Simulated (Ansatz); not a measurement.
CH₄BS: several calculations on one system

Part 1: Relaxation

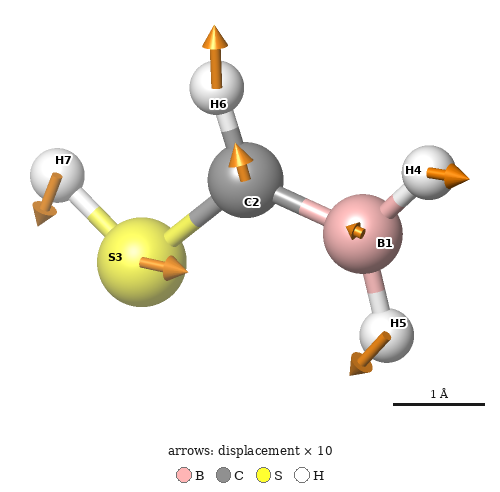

A relaxation of CH$_{4}$BS (multiplicity 2). The starting structure is drawn; orange arrows show the displacements, magnified 10 times. The two geometries are superimposed by the best rigid fit.

Style: ball-and-stick. Shown at a tilt.

The run prepares an end point of a later path (torsion) calculation, from a guessed geometry.

The calculation used UKS LDA/def2-SVP (Ansatz).

Input file:
```yaml
crystal:
  periodic: [false, false, false]
  atoms:
    - { symbol: B, position_ang: [-1.00011, 0.31049, -0.66377] }
    - { symbol: C, position_ang: [0.12832, 0.11027, 0.30551] }
    - { symbol: S, position_ang: [1.38998, -1.03716, 0.03778] }
    - { symbol: H, position_ang: [-1.82298, 1.10447, -0.41353] }
    - { symbol: H, position_ang: [-1.04638, -0.31963, -1.64946] }
    - { symbol: H, position_ang: [0.24479, 0.65366, 1.23094] }
    - { symbol: H, position_ang: [2.10638, -0.82208, 1.15254] }
magnetization:
  spin_polarized: true
  initial_magnetization: 1
basis:
  gaussian: { orbitals: def2-SVP }
hamiltonian:
  xc: lda
relax:
  f_tol: 0.015
  max_steps: 40
```

Command:
```bash
ansatz run input.yaml --threads 1 --pin off --max-ram 2048MiB --backend cpu --events-out ev --progress --plain --runs-dir out
```

**Describe the change and its energy.**

Over 4 accepted moves (5 points after the start) the energy falls by 2.34 kcal/mol. Largest force component: 1.1 eV/Å at the start, 0.0034 eV/Å at the end. The line search rejected the trial step at point 4 of the run. The largest moves after the best rigid fit, 0.073 Å, are those of H5 and H6. By element the largest moves are H 0.073 Å, S 0.059 Å, C 0.044 Å, B 0.022 Å. Among the contacts that change: B1–H4 1.171 → 1.220 Å, S3–H7 1.342 → 1.372 Å, C2–H6 1.079 → 1.105 Å, C2–S3 1.726 → 1.704 Å. Bond angles that change, for instance: B1–C2–S3 122.5° → 118.4°, S3–C2–H6 112.9° → 116.5°. The run took 16 s on 1 thread of Arm Neoverse N1, on a shared host, peak memory 0.13 GiB.

Part 2: Relaxation

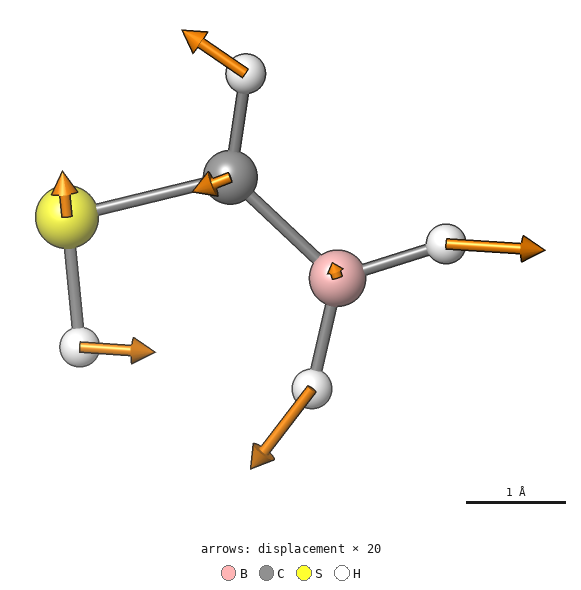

A relaxation of CH₄BS (multiplicity 2). The starting structure is drawn; orange arrows show the displacements, 20 times their true length. The two geometries are superimposed by the best rigid fit.

Style: ball-and-stick. Shown face on.

The run prepares an end point of a later path (torsion) calculation, from a guessed geometry.

Theory: Ansatz, UKS LDA/def2-SVP.

The input:
```yaml
crystal:
  periodic: [false, false, false]
  atoms:
    - { symbol: B, position_ang: [-1.00011, 0.31049, -0.66377] }
    - { symbol: C, position_ang: [0.12832, 0.11027, 0.30551] }
    - { symbol: S, position_ang: [1.38998, -1.03716, 0.03778] }
    - { symbol: H, position_ang: [-1.82298, 1.10447, -0.41353] }
    - { symbol: H, position_ang: [-1.04638, -0.31963, -1.64946] }
    - { symbol: H, position_ang: [0.24479, 0.65366, 1.23094] }
    - { symbol: H, position_ang: [0.97723, -1.52839, -1.14142] }
magnetization:
  spin_polarized: true
  initial_magnetization: 1
basis:
  gaussian: { orbitals: def2-SVP }
hamiltonian:
  xc: lda
relax:
  f_tol: 0.015
  max_steps: 40
```

Run as
```bash
ansatz run input.yaml --threads 1 --pin off --max-ram 2048MiB --backend cpu --events-out ev --progress --plain --runs-dir out
```

**Atoms of which element are displaced furthest, and by how much?**

Hydrogen: up to 0.054 Å, against 0.024 Å for sulfur.

**What did the optimiser do to the structure, and how much energy did it gain?**

The atom that moves furthest after the best rigid fit is H5 (0.054 Å). Largest moves by element: H 0.054 Å, S 0.024 Å, C 0.022 Å, B 0.009 Å. Some distances before and after: B1–H5 1.171 → 1.227 Å, B1–H4 1.171 → 1.219 Å, S3–H7 1.342 → 1.373 Å, C2–H6 1.079 → 1.108 Å. Among the angles between lasting bonds that change: C2–S3–H7 98.9° → 96.4°, C2–B1–H4 118.7° → 120.9°. The energy falls by 0.109 eV in 4 geometry steps. The largest force component goes from 1.2 to 0.0027 eV/Å.

Part 3: Path

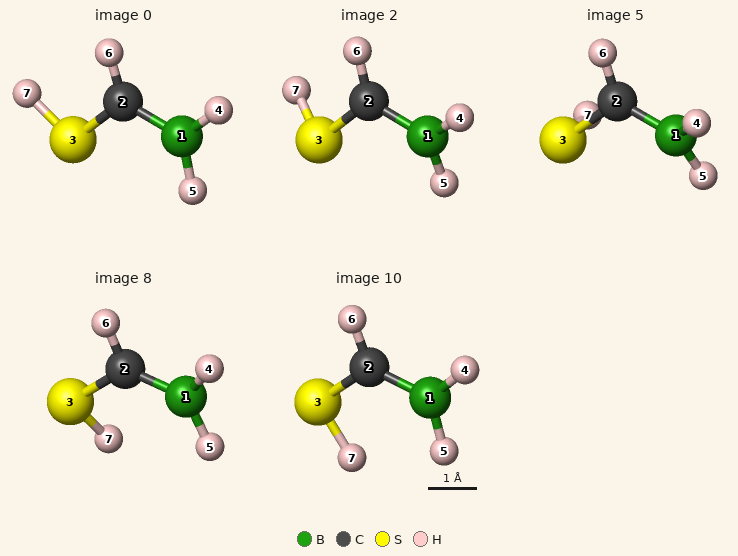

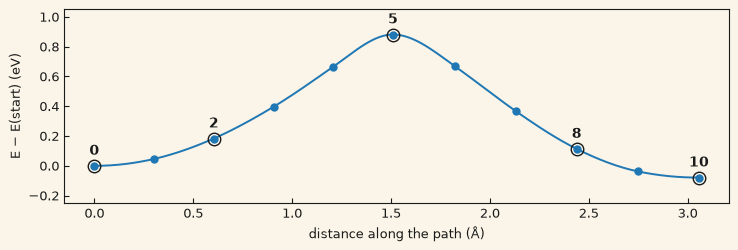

NEB run on CH₄BS (multiplicity 2). Images are numbered from 0 (start) to 10 (end). A ball-and-stick model, seen at a tilt.

Computed with UKS LDA/def2-SVP in Ansatz. Run with 9 movable images; climbing image; force threshold 0.05 eV/Å; iteration limit 60; starting path by image-dependent pair potential.

### Read off the barrier and say what moves.

The highest point, image 5, lies 0.88 eV above the start and 0.96 eV above the end; the end is at −0.08 eV relative to the start. The motion is a rotation about the C2–S3 bond by about 180°. No bond forms or breaks between the ends. Bond angles that change up to the highest image, for instance: C2–S3–H7 100.4° → 96.2°, B1–C2–S3 118.4° → 121.3°. The band converged in 19 iterations, with a climbing image at the top. At the top, the vibrational analysis gives one imaginary mode (1198i cm⁻¹), as a transition state must have.
